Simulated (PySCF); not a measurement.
SMILES F[S+](F)F (F3S (cation, charge +1)), B3LYP/def2-SVP optimised geometry. Atoms within 1.6 Å of the plane z = 0.0 Å (x, y, z in Å): F1 (-0.90, 0.76, 0.00), S2 (-0.64, -0.76, 0.00), F3 (-0.90, -1.06, -1.49), F4 (0.90, -0.76, 0.00).

Calculation: B3LYP/def2-TZVP (PySCF). Cells within 0.4 Å of a nucleus heavier than hydrogen are left out (blank, or x).

Map of the Laplacian of the electron density (e/bohr⁵), clipped to [-1.50, 1.50] on the plane z = 0.0 Å:

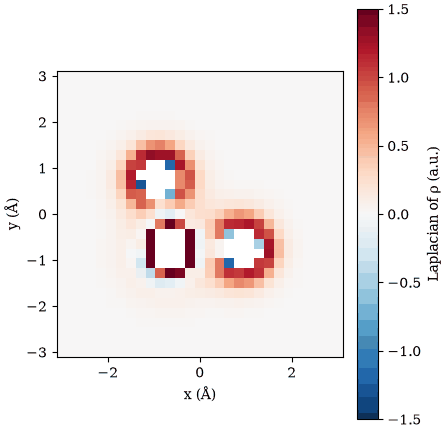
Figure: Laplacian of the electron density (e/bohr⁵), clipped to [-1.50, 1.50] on the plane z = 0.0 Å.
